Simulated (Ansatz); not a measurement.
Three curves of one kind of scan: energy against volume (even scaling of the relaxed cell, symmetry kept). Method: PBEsol (plane waves to 420 eV, PAW, scalar-relativistic; Ansatz, a first-principles code). Each is measured from its own zero (the relaxed starting cell). 

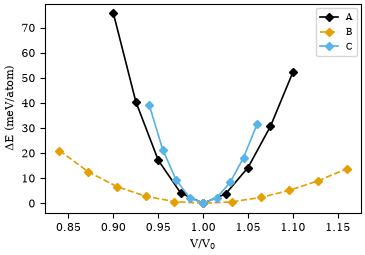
Figure. Curves A, B and C.

**Question.** Which curve belongs to the crystal with a fitted bulk modulus at fixed cell shape of 171 GPa and a relaxed volume of 11.67 Å³/atom?

**Answer.** Curve A, ZnInGaO4 (InGaZnO4 type, space group R3m): near the minimum ΔE ≈ ½·B₀·V₀·(V/V₀ − 1)², with B₀·V₀ = 12 eV/atom.

All were relaxed with their symmetry unable to fall. Spin-orbit coupling is left out. The PAW data are Ansatz's earlier set. WSi2 is run without spin polarisation.

(A scan under strain: stresses follow from slopes of the energy per volume, elastic moduli from its curvatures.)
